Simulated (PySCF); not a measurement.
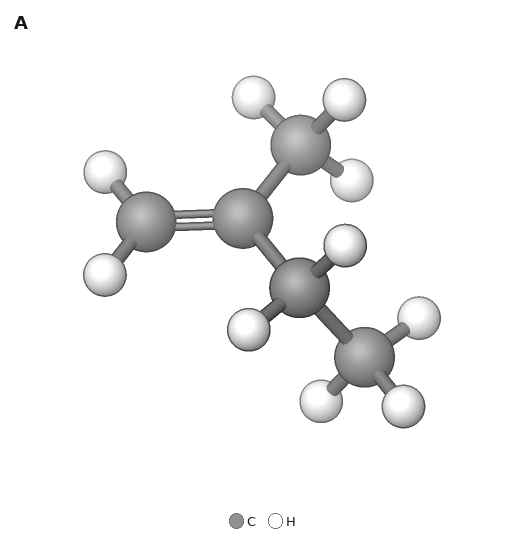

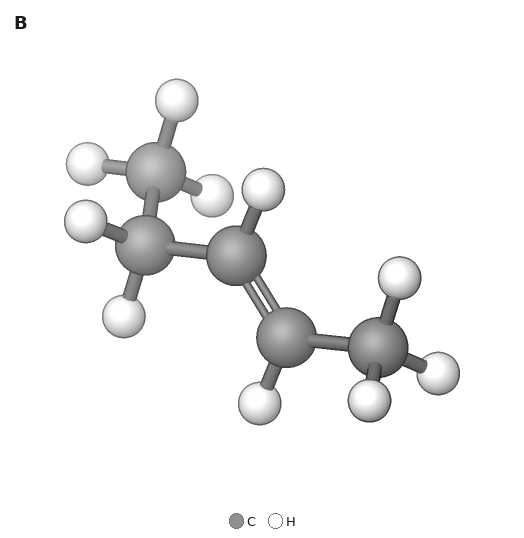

Distant atoms are faded towards the background colour. Computed geometry: PBE0-D3(BJ)/def2-TZVP optimisation. No frequency run is at hand to confirm it as a minimum.

Are A and B the same structure? If not, how do they differ?

No. They are constitutional isomers of C5H10: A is C=C(C)CC, B is C/C=C/CC
